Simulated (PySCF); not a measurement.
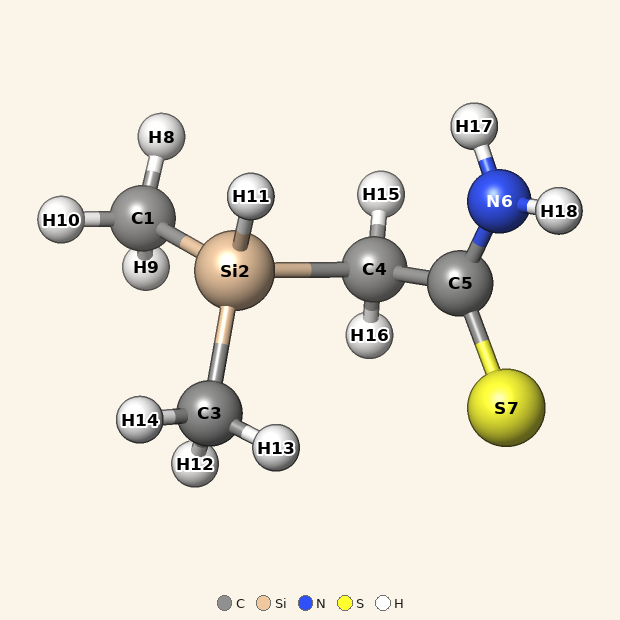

Charge +1, doublet. The geometry was computed by an optimisation with GFN2-xTB. No frequency run is at hand to confirm it as a minimum. Level of theory: UKS B3LYP, pcH-1 on C H N S Si, non-relativistic (PySCF 2.14.0). The run warned: orbitally degenerate or nearly so: second-order g, spin-orbit hyperfine and D do not apply. Fermi-contact and spin-dipolar terms alone, no spin-orbit part.

Question. Which nucleus has the largest dipolar (anisotropic) hyperfine coupling?

Answer. 33S at S7: principal values −93.8, −87.2, 181.0 MHz.

List the isotropic and dipolar parts for the most strongly coupled nuclei, one of each equivalent set.

```tsv
atom	isotope	a_iso (MHz)	dipolar part (MHz)
S7	33S	20.7	−93.8, −87.2, 181.0
C4	13C	15.3	−6.5, −6.2, 12.6
H18	1H	−1.0	−4.7, −2.9, 7.5
H16	1H	15.8	−6.9, −0.5, 7.4
C5	13C	−16.0	−5.4, 1.1, 4.3
H15	1H	16.5	−3.9, −1.2, 5.0
H13	1H	3.5	−2.6, −1.9, 4.5
H17	1H	7.1	−2.3, −1.0, 3.3
```

The geometry is semi-empirical. Around Si such bond lengths and angles can be off by a tenth of an ångström or more and by several degrees, and values that hang on the shape move with them.
